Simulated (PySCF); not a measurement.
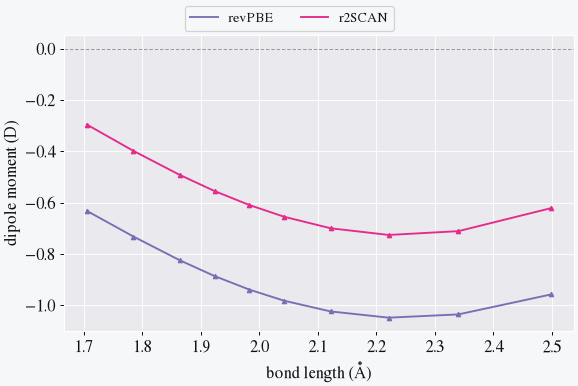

Bond curves of GeB, quartet (excess alpha electrons: σ +1, πx +1, πy +1), def2-TZVPPD (non-relativistic), PySCF 2.14.0: dipole moment, positive if the first atom is negative. One reference determinant with the occupation held, the lowest that a PBE0 search over spins and occupations found; no spin-orbit coupling. Straight lines join the computed points. References: UKS for r2SCAN and revPBE.

> How far apart are the curves?

By 0.32 to 0.34 D over the whole range, with revPBE below.

> Give the values at the computed points.

In D:
| bond length (Å) | revPBE | r2SCAN |
| --- | --- | --- |
| 1.71 | −0.63 | −0.30 |
| 1.78 | −0.73 | −0.40 |
| 1.86 | −0.82 | −0.49 |
| 1.92 | −0.89 | −0.55 |
| 1.98 | −0.94 | −0.61 |
| 2.04 | −0.98 | −0.66 |
| 2.12 | −1.02 | −0.70 |
| 2.22 | −1.05 | −0.73 |
| 2.34 | −1.04 | −0.71 |
| 2.50 | −0.96 | −0.62 |

Limits of at least one run: lowest determinant of a PBE0 search, another state may lie lower; no scalar relativity; spin-orbit coupling is left out; it can lower the fragment Ge more than the molecule, and De with it.
